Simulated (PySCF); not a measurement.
# CH5BN2 (SMILES NC1BN1): PBE/cc-pVDZ

Aim: the energy change on altering one bond length of CH5BN2 at PBE/cc-pVDZ, from 2 runs. Input form: a Python script.

The results are computed with PySCF 2.14.0.

1 further run of the same task is left out (set aside as unsound or not needed).

**1. The structure to begin with**

The species is CH5BN2 (9 atoms), meant as a singlet with charge 0. As SMILES, `NC1BN1`. Geometry: relaxed at PBE0-D4/def2-TZVP. This is one conformer, not always the lowest.

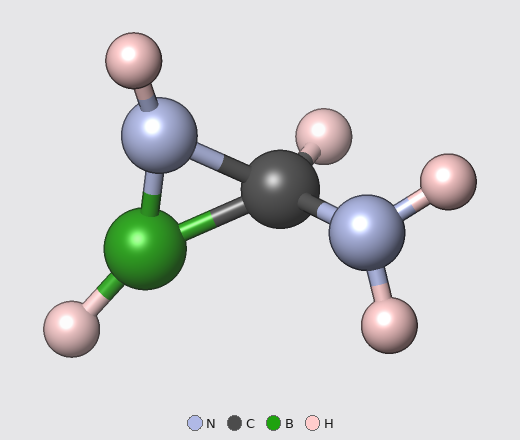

The structure, seen from a chosen angle (nitrogen light blue, carbon dark grey, boron green, hydrogen pink).

**2. The energy at PBE/cc-pVDZ**

Contents of input.py:

```python
from pyscf import gto, dft

system = gto.M(
    atom=[
    ('N', (0.142900, 1.194400, -0.640600)),
    ('C', (-0.364200, -0.077200, -0.222300)),
    ('B', (0.591200, -1.194100, 0.303200)),
    ('N', (-0.130500, -0.469900, 1.171500)),
    ('H', (0.784000, 1.117400, -1.417000)),
    ('H', (-0.589900, 1.842600, -0.892400)),
    ('H', (-1.366400, -0.317200, -0.582700)),
    ('H', (1.414200, -2.039000, 0.194700)),
    ('H', (-0.392800, -0.103200, 2.068300)),
],
    max_memory=1860,
    spin=0,
    verbose=4,
    basis='cc-pvdz',
)

myscf = dft.RKS(system, xc='pbe')
myscf.conv_tol = 1e-10
myscf.grids.level = 5
myscf.kernel()
if not myscf.converged:
    myscf = myscf.newton().run(myscf.mo_coeff, myscf.mo_occ)

e_final = myscf.e_tot
print('Final energy', e_final)
```

Launch:

```console
$ OMP_NUM_THREADS=1 python input.py
```

What it wrote:

```text
PySCF version 2.14.0

[... 82 lines left out ...]
converged SCF energy = -175.210659834015
Final energy -175.21065983401516
```

Run time: 17 s. Hardware: 1 thread of Intel Xeon at 2.70GHz, shared host; peak memory 0.4 GiB.

**3. The distorted shape at the same level**

Contents of input.py:

```python
from pyscf import gto, dft

mol = gto.M(
    atom='''
N      0.362742     0.999938    -0.565059
C     -0.144358    -0.271662    -0.146759
B      0.811042    -1.388562     0.378741
N      0.089342    -0.664362     1.247041
H      1.003842     0.922938    -1.341459
H     -0.589900     1.842600    -0.892400
H     -1.146558    -0.511662    -0.507159
H      1.634042    -2.233462     0.270241
H     -0.172958    -0.297662     2.143841
''',
    spin=0,
    basis='cc-pvdz',
    max_memory=1860,
    charge=0,
    verbose=3,
)

ks = dft.RKS(mol)
ks.xc = 'pbe'
ks.conv_tol = 1e-10
ks.grids.level = 5
ks.kernel()
if not ks.converged:
    ks = ks.newton().run(ks.mo_coeff, ks.mo_occ)

e_final = ks.e_tot
print(f'total energy: {e_final:.8f} hartree')
```

Launch:

```console
$ OMP_NUM_THREADS=1 python input.py
```

What it wrote:

```text
converged SCF energy = -175.175476244188
total energy: -175.17547624 hartree
```

It took 17 s on 1 thread of Intel Xeon at 2.70GHz, shared host; peak memory 0.4 GiB.

**4. Summary of results**

At PBE/cc-pVDZ:

| quantity | value |
| --- | --- |
| first shape: total energy | -175.21066 Eh |
| first shape: dipole moment | 1.26 D |
| first shape: HOMO energy | -5.04 eV |
| first shape: LUMO energy | -0.37 eV |
| first shape: HOMO–LUMO gap | 4.67 eV |
| distorted shape: total energy | -175.17548 Eh |
| distorted shape: dipole moment | 1.11 D |
| distorted shape: HOMO energy | -5.00 eV |
| distorted shape: LUMO energy | -0.70 eV |
| distorted shape: HOMO–LUMO gap | 4.30 eV |
| energy change with the N1–H6 bond stretched from 1.010 to 1.313 Å | 0.957 eV |

What this shows: With the N1–H6 bond stretched from 1.010 to 1.313 Å the energy rises by 0.96 eV (92.4 kJ/mol). The first shape isn't relaxed at this level, so the change isn't measured from a minimum. Mulliken charges (first shape) run from -0.15 on N1 to +0.08 on H5; they depend strongly on the basis.
